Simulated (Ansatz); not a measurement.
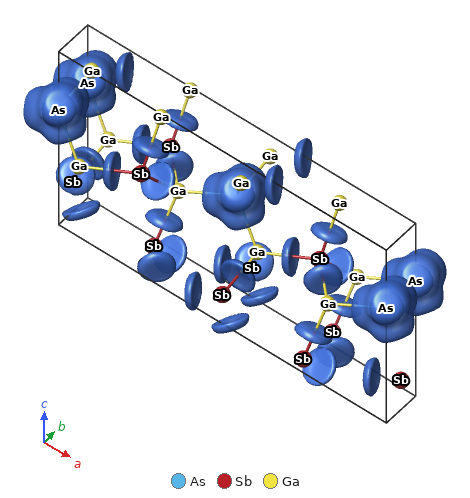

Figure. Ga4Sb3As. Isosurface of the ELF at 0.6 (blue), seen slightly off an axis. Core shells and regions of very low density are left out. Sticks mark near contacts.

Space group Cm; started from the ordered alloy on wurtzite lattice prototype, which need not be the ambient phase.

These are results of Ansatz, DFT, PBE, plane waves, PAW, not measurements.

In a PAW calculation such maps are meaningful between the atoms, not at the nuclei.

### What do the ELF domains correspond to?

At this value the surface marks out 24 regions between bonded Ga–Sb atoms (shared pairs) and two regions on As in which the atom's valence shell and bonds are merged, counted in one cell of 16 atoms. Regions shared between cells count once.

Values along the shortest contacts:
Ga–As (2.53 Å): the ELF peaks at about 0.80 between the atoms; localised, covalent bonding. Ga–Sb (2.64 Å): the ELF peaks at about 0.70 between the atoms.
